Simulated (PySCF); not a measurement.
Consider C$_{5}$H$_{14}$OSi$_{2}$.

Input file:

```
{"job": {"kind": "nmr", "xc": "PBE0", "basis": "pcSseg-1"}, "charge": 0, "multiplicity": 1}
C      2.624440    -0.370469    -2.574235
C      1.560557    -0.697308    -1.537147
C      0.800567     0.534044    -1.047131
Si    -0.517496     0.168188     0.216734
O     -1.285240     1.573616     0.656320
Si    -2.422656     2.171032     1.704599
C     -0.401387    -1.213479     1.429515
C     -1.441248    -1.423857     0.269657
H      3.375648     0.326104    -2.168667
H      2.180658     0.105514    -3.463352
H      3.154286    -1.275640    -2.909279
H      2.030164    -1.206245    -0.677536
H      0.847157    -1.425346    -1.960532
H      0.315784     1.053075    -1.893311
H      1.496175     1.270449    -0.606788
H     -1.954562     2.039124     3.117701
H     -3.713880     1.432734     1.554100
H     -2.635820     3.611027     1.386285
H     -0.831342    -1.105277     2.432978
H      0.456921    -1.896449     1.433794
H     -1.213803    -2.232375    -0.435665
H     -2.493692    -1.444646     0.577994
```

Launched as:

```sh
OMP_NUM_THREADS=1 python probes_run.py task.json out
```

Geometry: PBE0-D3(BJ)/def2-SVP.

Level of theory: PySCF 2.14.0, PBE0/pcSseg-1, SCF density, gas phase, non-relativistic.

**What can the converged electron density and electron localisation function tell about the bonding?**

C–C (1.52 Å): ρ at the midpoint is about 1.6 e/Å³; the ELF peaks at about 0.95 between the atoms (localised, covalent bonding).
Si–O (1.66 Å): ρ is about 1.1 e/Å³ halfway; the ELF peaks at about 0.85 between the atoms; a shared but strongly polarised pair.
C–Si (1.86 Å): ρ is about 0.98 e/Å³ halfway; the ELF peaks at about 0.95 between the atoms, as expected for a covalent bond.
C–H (1.10 Å): ρ at the midpoint is about 1.9 e/Å³; the ELF climbs to about 1 towards the hydrogen, as it does in any bond to H: a covalent bond by its length.

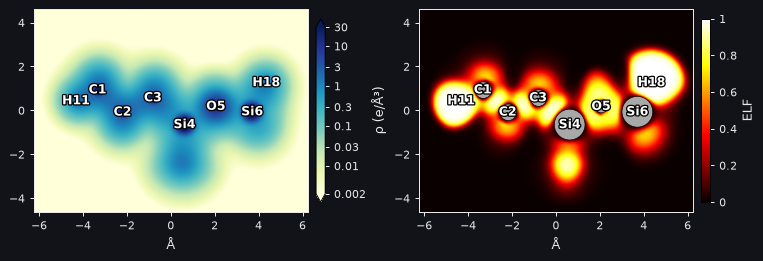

Computed electron density and electron localisation function on the plane of atoms C2, C3 and Si4, in this order. Grey discs cover the atomic cores in the ELF map. 
